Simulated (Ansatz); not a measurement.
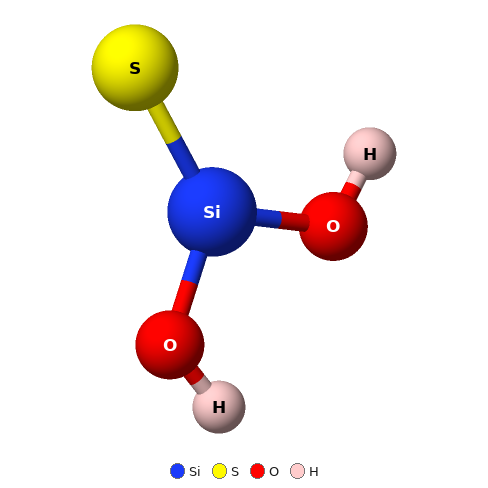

Rendered structure (ball-and-stick style).

The geometry was computed by an optimisation with PBE0-D4/def2-TZVP.

Describe the molecule.

Formula H2O2SSi. This geometry has Cs symmetry. All atoms lie on one plane. Coordination: 1 Si trigonal planar; 2 O bent.

More results for the same structure follow; atom numbers are the same in all pictures, views and colours differ.

Geometry

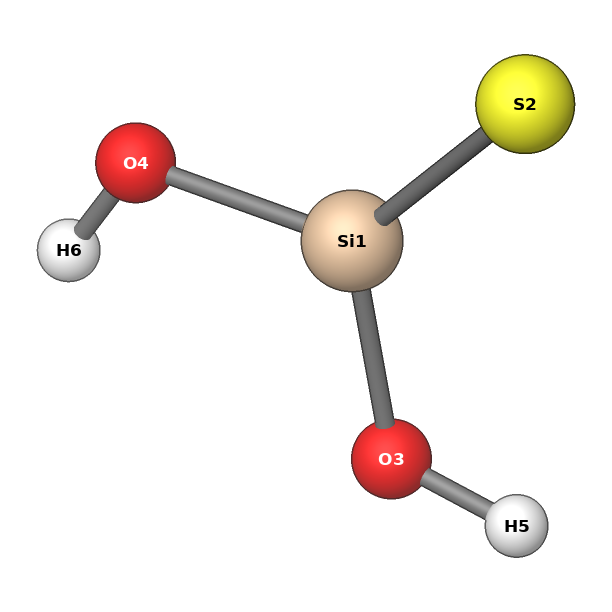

List the bonds and their lengths.

| bond | length (Å) |
| --- | --- |
| Si1–S2 | 1.930 |
| Si1–O3 | 1.626 |
| Si1–O4 | 1.614 |
| O3–H5 | 0.961 |
| O4–H6 | 0.961 |

Charges

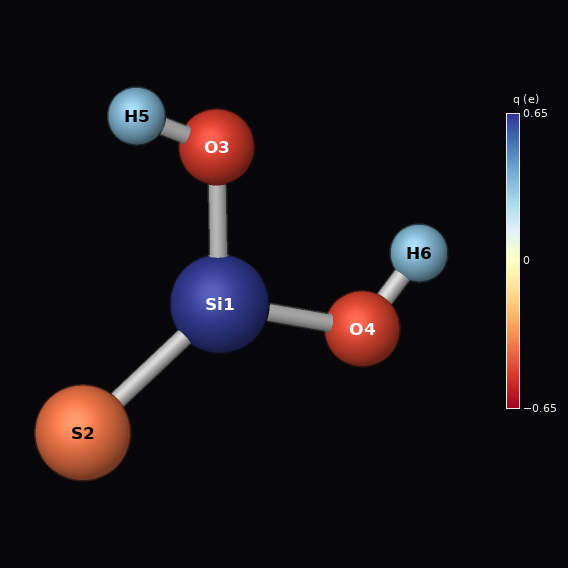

Atoms are coloured by their Mulliken charges. Method: RKS PBE0-D4/def2-TZVP (Ansatz 0.2.0).

List the Mulliken charges.

```
atom  value (e)
 Si1       0.63
  S2      −0.37
  O3      −0.49
  O4      −0.47
  H5       0.35
  H6       0.34
```

Electronic properties

Properties computed with RKS PBE0-D4/def2-TZVP (Ansatz 0.2.0).

Give the dipole moment at this level.

Answer. 3.77 D.

Estimate the harmonic zero-point energy.

Answer. 82.8 kJ/mol.

Vibrations

Harmonic vibrations computed with RKS PBE0-D4/def2-TZVP (Ansatz 0.2.0) at a stationary point of the same level.

How many vibrational modes are there, and where do they lie?

Answer. 12 modes: 243, 307, 308, 406, 469, 642, 831, 860, 979, 1030, 3884, 3888 cm⁻¹.

Thermal motion

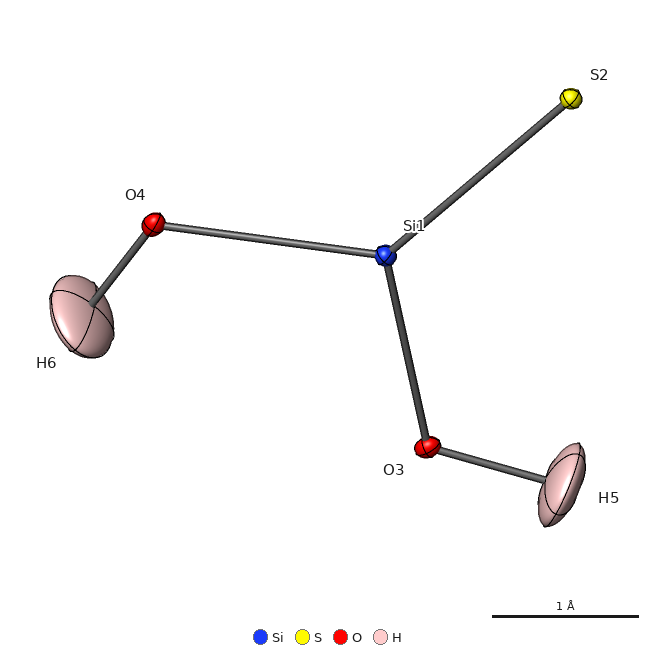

Displacement ellipsoids at the 50 % level, from the internal vibrations of the free molecule (harmonic, no overall translation or rotation; no half-axis is drawn under 0.075 Å). Vibrations computed with RKS PBE0-D4/def2-TZVP (Ansatz 0.2.0). Temperature: 400 K.

Which atom moves most?

Answer. H6, with U_eq = 0.0345 Å².

Does H6 move more along its bond or across it?

Answer. Across it: the root-mean-square amplitude is 0.089 Å along the bond and up to 0.255 Å across, since bending and torsion are softer than stretching.

List U_eq and the three principal root-mean-square amplitudes for each kind of atom.

```tsv
atom	U_eq (Å²)	rms amplitudes (Å)
Si1	0.0017	0.027, 0.042, 0.051
S2	0.00082	0.016, 0.031, 0.036
O3	0.0022	0.032, 0.042, 0.062
O4	0.0022	0.031, 0.041, 0.062
H5	0.0304	0.077, 0.188, 0.223
H6	0.0345	0.084, 0.178, 0.255
```

Mulliken values depend strongly on the basis set and can even reverse the polarity of a bond.
